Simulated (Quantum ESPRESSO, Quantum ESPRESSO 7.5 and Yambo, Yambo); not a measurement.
**KBr (Fm-3m): G0W0 on several meshes in Yambo**

How does the mesh move the gap of KBr (Fm-3m)?

Main program and level: Quantum ESPRESSO 7.5 and Yambo 5.3.0; PBE and many-body steps on it, plane waves.

### 1. Set-up

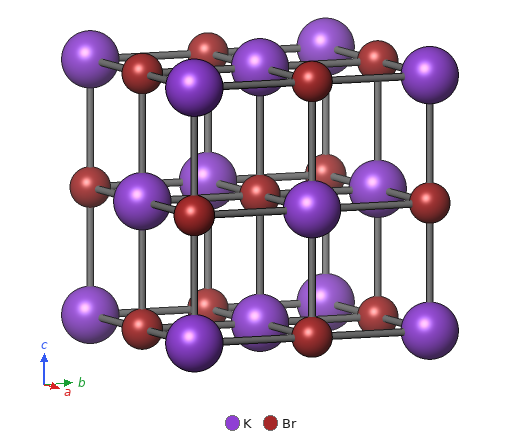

The starting structure, seen slightly off an axis (potassium purple, bromine red). This picture shows the conventional cell, with its axes. Some periodic images of atoms are drawn too.

The cell and positions come from the Crystallography Open Database and are kept as given unless a step says otherwise.

### 2. Empty states on the mesh, 4×4×4 mesh, 474 bands

This step: Quantum ESPRESSO 7.5; DFT, PBE, plane waves, norm-conserving pseudopotentials.

The sums over transitions need many empty states on a uniform mesh; this step solves for them.

The input, pw.in:

```
&control
  calculation = 'nscf'
  prefix = 'x'
  outdir = 'o'
  pseudo_dir = 'pseudo'
/
&system
  ibrav = 0
  nat = 2
  ntyp = 2
  ecutwfc = 76.0
  nbnd = 474
  force_symmorphic = .true.
/
&electrons
  conv_thr = 1e-9
  electron_maxstep = 80
  diago_full_acc = .true.
  diago_thr_init = 5e-6
/
ATOMIC_SPECIES
  K 39.098 K.upf
  Br 79.904 Br.upf
CELL_PARAMETERS angstrom
  0.0000000000 3.3000000000 3.3000000000
  3.3000000000 0.0000000000 3.3000000000
  3.3000000000 3.3000000000 0.0000000000
ATOMIC_POSITIONS crystal
  K 0.0000000000 0.0000000000 0.0000000000
  Br 0.5000000000 0.5000000000 0.5000000000
K_POINTS automatic
  4 4 4 0 0 0
```

Started as:

```sh
> OMP_NUM_THREADS=1 mpirun -n 4 pw.x -nk 4 -in pw.in > pw.out
```

Log:

```text
Program PWSCF v.7.5 starts

     This program is part of the open-source Quantum ESPRESSO suite
     for quantum simulation of materials; please cite
         "P. Giannozzi et al., J. Phys.:Condens. Matter 21 395502 (2009);
         "P. Giannozzi et al., J. Phys.:Condens. Matter 29 465901 (2017);
         "P. Giannozzi et al., J. Chem. Phys. 152 154105 (2020);
     in publications or presentations arising from this work. More details at

     Atomic positions and unit cell read from directory:
     o/x.save/

     Message from routine setup:
[...]
k =-0.3536-0.3536 0.3536 (  5444 PWs)   bands (ev):

[...]
49.7594  49.8528  49.8542  50.7015  50.9991  50.9991  53.6334  54.8009
     [... 48 further rows ...]
   195.4158 195.4158 195.4836 195.5043 195.5072 195.5072 196.9491 196.9491
   197.2300 197.2300

          k = 0.3536 0.0000 0.0000 (  5425 PWs)   bands (ev):

     [... further k-points ...]

     highest occupied, lowest unoccupied level (ev):     2.0853    6.5214

     XML data file, pseudopotentials, collected wavefunctions

=------------------------------------------------------------------------------=
   JOB DONE.
=------------------------------------------------------------------------------=
```

It took 94 s on 4 MPI ranks of Arm Neoverse V1, shared host; peak memory 1.2 GiB; 6.3 min of CPU time.

This step gave:

| Property | Result |
| --- | --- |
| gap | 4.436 eV |
| k of the valence top | 0, 0, 0 |
| k of the conduction bottom | 0, 0, 0 |
| least direct gap | 4.436 eV |
| k points computed | 8 |
| lowest point of the top converged band, above the valence top | 191.6108 eV |

On this mesh the gap is 4.436 eV.

The density comes from a self-consistent run that is not shown.

### 3. Conversion and set-up

This step: Yambo 5.3.0; conversion and set-up on PBE, plane waves, norm-conserving pseudopotentials.

The states are converted to the many-body program's format and the q mesh is built.

Started as:

```sh
> (cd o/x.save; p2y > p2y.log; mv SAVE ../..); yambo > setup.log
```

Log:

```text
 Yambo, version 5.3.0

 [02] CORE Variables Setup
 =========================

  [02.01] Unit cells
  ==================

  Cell kind             :  FCC
  Atoms in the cell     :  K  Br
  number of K  atoms    :  1
  number of Br atoms    :  1

  List of atomic masses
  Mass of K     :  39.09800
  Mass of Br    :  79.90400

  List of atomic coordinates    : [cc]
  K1       :  0.000000  0.000000  0.000000  order 1
  Br1       :  6.236096  6.236096  6.236096  order 2

  Alat factors          :  6.236096  6.236096  6.236096 [a.u.]
  Direct lattice volume :  485.0298 [a.u.]
[...]
==========================================

 IBZ Q-points                                      :   8
 BZ  Q-points                                      :   64

 K/Q-points units:
 rlu = crystal or reduced units; cc = cartesian coordinates; iku = interal k-units

 Q [1]          [rlu]:  0.000000  0.000000  0.000000
 Q [2]          [rlu]: -0.15345E-16  0.40166E-16  0.25000
 Q [3]          [rlu]:  0.30690E-16 -0.80332E-16 -0.50000
[...]
Q [7]          [rlu]:  0.92343E-17 -0.50000     -0.50000
 Q [8]          [rlu]:  0.250000 -0.500000 -0.250000

  [03.01] X indexes
  =================

   [03.01.01] Sigma indexes
   ========================

 [06] Game Over & Game summary
```

It took 3.4 s on 1 MPI rank; peak memory 0.26 GiB.

### 4. 4×4×4

Now the one-shot GW correction: screening in the RPA, then the self-energy of the levels asked for.

This step: G0W0 on PBE, plane waves, norm-conserving pseudopotentials.

The input, gw2.in:

```
HF_and_locXC
gw0
dyson
ppa
em1d
rim_cut
RandQpts= 1000000
RandGvec= 1 RL
EXXRLvcs= 76 Ry
VXCRLvcs= 304 Ry
Chimod= "HARTREE"
% BndsRnXp
 1 | 201 |
%
NGsBlkXp= 15.5 Ry
% LongDrXp
 1 | 1 | 1 |
%
% GbndRnge
 1 | 201 |
%
DysSolver= "n"
ExtendOut
PPAPntXp= 27.21138 eV
% QPkrange
 1 | 1 | 12 | 15 |
%
```

Started as:

```sh
> OMP_NUM_THREADS=1 mpirun -n 4 yambo -F gw2.in -J gw2 -C gw2 > gw2.log
```

Log:

```text
 Yambo, version 5.3.0

 [02] CORE Variables Setup
 =========================

  [... cell, symmetries and grids as in the set-up ...]

  [02.05] Energies & Occupations
  ==============================

  [X] === General ===
  [X] Electronic Temperature                        :  0.000000  0.000000 [eV K]
  [X] Bosonic    Temperature                        :  0.000000  0.000000 [eV K]
  [X] Finite Temperature mode                       : no
  [X] El. density                                   :  0.36174E+24 [cm-3]
  [X] Fermi Level                                   :  2.085286 [eV]

  [X] === Gaps and Widths ===
  [X] Conduction Band Min                           :  4.436154 [eV]
  [X] Valence Band Max                              :  0.000000 [eV]
  [X] Filled Bands                                  :  13
  [X] Empty Bands                                   :    14   474
  [X] Direct Gap                                    :  4.436154 [eV]
  [X] Direct Gap localized at k                     :  1
  [X] Indirect Gap                                  :  4.436154 [eV]
  [X] Indirect Gap between kpts                     :  1  1
  [X] Last valence band width                       :  0.536069 [eV]
  [X] 1st conduction band width                     :  2.953841 [eV]

 [03] Transferred momenta grid and indexing
 ==========================================

 IBZ Q-points                                      :   8
 BZ  Q-points                                      :   64

 K/Q-points units:
 rlu = crystal or reduced units; cc = cartesian coordinates; iku = interal k-units

 Q [1]          [rlu]:  0.000000  0.000000  0.000000
 Q [2]          [rlu]: -0.15345E-16  0.40166E-16  0.25000
 Q [3]          [rlu]:  0.30690E-16 -0.80332E-16 -0.50000
 Q [4]          [rlu]: -0.46171E-17  0.25000      0.25000
 Q [5]          [rlu]: -0.20915E-17  0.25000      0.50000
 Q [6]          [rlu]: -0.24821E-16  0.25000     -0.25000
 Q [7]          [rlu]:  0.92343E-17 -0.50000     -0.50000
 Q [8]          [rlu]:  0.250000 -0.500000 -0.250000

 [04] Coloumb potential Random Integration (RIM)
 ===============================================

  [04.01] RIM initialization
  ==========================

  * Diagonal components only detected *

  8 x (sBL volume)        :  0.063927 [a.u.]
  sBZ random points       :  1000000
  Points outside the sBZ  :   7968281
  RL volume               :  0.511412 [a.u.]
  Integrated volume       :  0.513448 [a.u.]

  [04.02] RIM integrals
  =====================

  Gamma point sphere radius             :  0.072529 [a.u.]
  Points outside the sphere             :   800476
  [Int_sBZ(q=0) 1/q^2]*(Vol_sBZ)^(-1/3) =:  7.776341
                                 should be <:  7.795600

  Summary of Coulomb integrals for non-metallic bands |Q|[au] RIM/Bare

  Q [1] 0.100000E-4 0.997530 * Q [2] 0.218141 1.068480
  Q [4] 0.251888 1.066792 * Q [6] 0.356223 1.029814
  Q [5] 0.417709 1.022655 * Q [3] 0.436282 1.020683
  Q [7] 0.503776 1.017590 * Q [8] 0.563238 1.014367

 [WARNING] [Xp] User bands 1-201 break level degeneracy

 [05] Dipoles
 ============

  [05.01] Setup: observables and procedures
  =========================================

 [06] Dynamic Dielectric Matrix (PPA)
 ====================================

 [WR./gw2//ndb.pp]---------------------------------------------------------------
  Brillouin Zone Q/K grids (IBZ/BZ)                :    8   64    8   64
  RL vectors                                       :   6567 [WF]
  Coulomb cutoff potential                         : none
  Electronic Temperature                           :  0.000000 [K]
  Bosonic    Temperature                           :  0.000000 [K]
  PPA    diel. fun.  energies                      : Perdew, Burke & Ernzerhof(X)+Perdew, Burke & Ernzerhof(C)
  wavefunctions                                    : Perdew, Burke & Ernzerhof(X)+Perdew, Burke & Ernzerhof(C)
  Global Gauge                                     : length
  X matrix size                                    :   537
  X band range                                     :    1  201
  X e/h energy range                               : -1.000000 -1.000000 [eV]
  X Time ordering                                  : R
  X Hxc Kernel                                     : HARTREE
  X Drude frequency                                :  0.000000  0.000000
  X poles                                          :  100.0000 [o/o]
  RL vectors in the sum                            :   6567
  [r,Vnl] included                                 : yes
  Field direction                                  :  0.577350E-5  0.577350E-5  0.577350E-5
  BZ energy Double Grid                            : no
  BZ energy DbGd points                            : 0
  BZ Q point size factor                           : -1.000000
  X Optical Averaged directions                    : none

 [07] Local Exchange-Correlation + Non-Local Fock
 ================================================

 [VXC] Plane waves :   43599
 [EXS] Plane waves :   5577

 QP @ state[ 1 ] K range:  1  1
 QP @ state[ 1 ] b range:  12  15

 [xc] Functional : Perdew, Burke & Ernzerhof(X)+Perdew, Burke & Ernzerhof(C)
 [xc] LIBXC used to calculate xc functional
  PP Number of Atomic Species                      :  2
  NLCC RL compoments                               :   43599
  PP Number of Atomic Species                      :  2
  NLCC RL compoments                               :   43599

 [xc] E_xc :  -16.87313 [Ha]
      E_xc :  -33.74626 [Ry]

  Local XC kind (lXC) : Perdew, Burke & Ernzerhof(X)+Perdew, Burke & Ernzerhof(C)
  Non-Local XC kind (nlXC) : Hartree-Fock

  Corrections @ K [1] :  [eV]
 <12|nlXC|12> = -19.54507 -0.66412E-17 <12|lXC|12> = -14.35201  0.56645E-15
 <13|nlXC|13> = -19.54501 -0.52136E-17 <13|lXC|13> = -14.35201 -0.23602E-16
 <14|nlXC|14> = -3.946253  0.22324E-17 <14|lXC|14> = -7.314515  0.37763E-15
 <15|nlXC|15> = -3.767110  0.64592E-19 <15|lXC|15> = -8.482834 -0.47204E-16

 [08] Dyson equation: Newton solver
 ==================================

  [08.01] G0W0 (W PPA)
  ====================

  [  GW  ] Bands range     :    1  201
  [GW/PPA] G damping       :  0.100000 [eV]

  QP @ state[ 1 ] K range:  1  1
  QP @ state[ 1 ] b range:  12  15

   Sc/G bands                                       :    1  201
   Sc/G damping                                     :  0.100000 ev
   Sc bands terminator                              : no
   Sx RL components                                 :   5577

   QP @ state[ 1 ] K range                          :  1  1
   QP @ state[ 1 ] b range                          :  12  15
   GF energies kind                                 : Perdew, Burke & Ernzerhof(X)+Perdew, Burke & Ernzerhof(C)
   GF WF`s kind                                     : Perdew, Burke & Ernzerhof(X)+Perdew, Burke & Ernzerhof(C)
   Xs energies kind                                 : Perdew, Burke & Ernzerhof(X)+Perdew, Burke & Ernzerhof(C)
   Xs WF`s kind                                     : Perdew, Burke & Ernzerhof(X)+Perdew, Burke & Ernzerhof(C)

 [11] Game Over & Game summary
```

Wall time 6.3 min (4 MPI ranks); peak memory 2.1 GiB.

This step gave:

```yaml
g0w0_gap_on_the_points_computed: 7.728 eV
starting_gap_on_the_mesh: 4.436 eV
k_of_the_valence_top: 0, 0, 0
k_of_the_conduction_bottom: 0, 0, 0
least_direct_g0w0_gap_on_the_computed_points: 7.728 eV
z_at_the_valence_top: 0.8279
z_at_the_conduction_bottom: 0.8736
```

The gap on the mesh goes from 4.44 eV to 7.73 eV, a correction of +3.29 eV.

### 5. Empty states on the mesh, 2×2×2 mesh, 201 bands

This step: Quantum ESPRESSO 7.5; DFT, PBE, plane waves, norm-conserving pseudopotentials.

Edit pw.in of step 2 so:

```diff
@@ -11,3 +11,3 @@
   ecutwfc = 76.0
-  nbnd = 474
+  nbnd = 201
   force_symmorphic = .true.
@@ -31,2 +31,2 @@
 K_POINTS automatic
-  4 4 4 0 0 0
+  2 2 2 0 0 0
```

Started as:

```sh
> OMP_NUM_THREADS=1 mpirun -n 4 pw.x -nk 4 -in pw.in > pw.out
```

Log:

```text
[banner, memory and clock lines left out]
Program PWSCF v.7.5 starts

     Atomic positions and unit cell read from directory:
     o/x.save/

     Message from routine setup:
     using ibrav=0 with symmetry is DISCOURAGED, use correct ibrav instead

     Message from routine divide_et_impera:
     suboptimal parallelization: some nodes have no k-points

     G-vector sticks info

     bravais-lattice index     =            0
     lattice parameter (alat)  =       8.8192  a.u.
     unit-cell volume          =     485.0298 (a.u.)^3
     number of atoms/cell      =            2
[...]
[... 14 further rows ...]
[...]
113.0588

          k =-0.3536-0.3536 0.3536 (  5444 PWs)   bands (ev):

[...]
[... 14 further rows ...]
[...]
108.8782

          k =-0.7071 0.0000 0.0000 (  5434 PWs)   bands (ev):

[...]
49.3230  50.0237  50.0713  51.4225  51.4225  51.4983  54.2287  55.0005
     [... 14 further rows ...]
   103.1562 103.3137 103.7770 104.9067 104.9883 105.3613 105.5747 105.5747
   106.7494

     highest occupied, lowest unoccupied level (ev):     2.0853    6.5214

     XML data file, pseudopotentials, collected wavefunctions
```

It took 12 s on 4 MPI ranks; peak memory 0.49 GiB.

Numbers from this step:

```
gap                                                           : 4.436 eV
k of the valence top                                          : 0, 0, 0
k of the conduction bottom                                    : 0, 0, 0
least direct gap                                              : 4.436 eV
k points computed                                             : 3
lowest point of the top converged band, above the valence top : 104.6641 eV
```

On this mesh the gap is 4.436 eV.

[end of part 1 of 2]

[Paths, hosts, dates, memory and timing lines, banners, echoed tables and standing remarks are left out of the program output.]

[Logs are printed without paths, hosts, clocks, repeated set-up lines and the standing remarks that a program may print on its own settings, such as how far it seeks lower states.]

[Runs of the session that timed out or met a known fault of the program may be left out.]

[Hosts, paths, dates, database ids (printed as entryN), source tags and the programs' standing remarks are cut or masked in the printed files.]
